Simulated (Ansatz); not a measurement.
# A computed series for Ge: pressure series

Take Ge in the diamond structure (space group Fd-3m, No. 227) as the base.

```
CELL_PARAMETERS angstrom
      0.00000     2.83635     2.83635
      2.83635     0.00000     2.83635
      2.83635     2.83635     0.00000
ATOMIC_POSITIONS crystal
  Ge 0.50000 0.50000 0.50000
  Ge 0.75000 0.75000 0.75000
```

Cell and atoms are relaxed at each pressure.

All numbers come from r2SCAN, PAW, 500 eV (Ansatz, an electronic-structure program; no SOC), earlier PAW set.

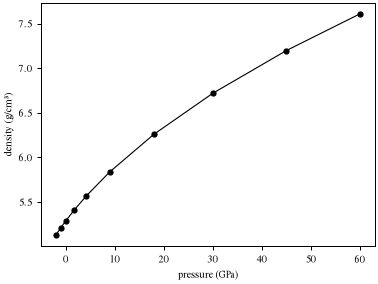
Density against pressure

Q: From the plot, what is the density for pressure 60 GPa?

A: About 7.6 g/cm³.

Q: Is the trend monotonic over the range shown?

A: Yes, it rises throughout, spanning 5.13 g/cm³ to 7.61 g/cm³.

Load acts through the strain it causes; cell and atoms are relaxed under it. Whether these cells are dynamically stable was not tested. Measured, Ge leaves this structure (for the β-tin structure) near 10.6 GPa (room temperature; as listed in arXiv:1906.07825).
